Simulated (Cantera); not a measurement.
Charge: 1 mol HgO, a varied amount of N2, 0.01 mol O2, equilibrated at 450 °C and 0.310 bar.

Equilibrium computed with Cantera from the NASA thermochemical tables; the gas is ideal and each condensed phase is pure. Candidate condensed phases: Hg, HgO; 10 gas species. Equilibrium is a limit: real reactors are often held back by kinetics, nucleation or transport.

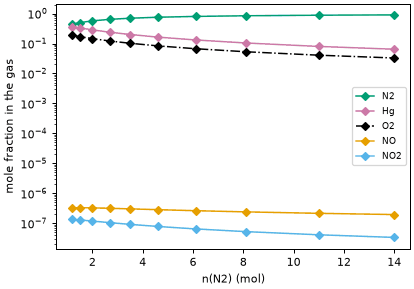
Fig. 1. Equilibrium gas composition (values under 1e-9 drawn at 1e-9)

From 1.2 mol N2 to 14 mol N2 nothing is condensed. The main Hg-bearing gas is Hg throughout.
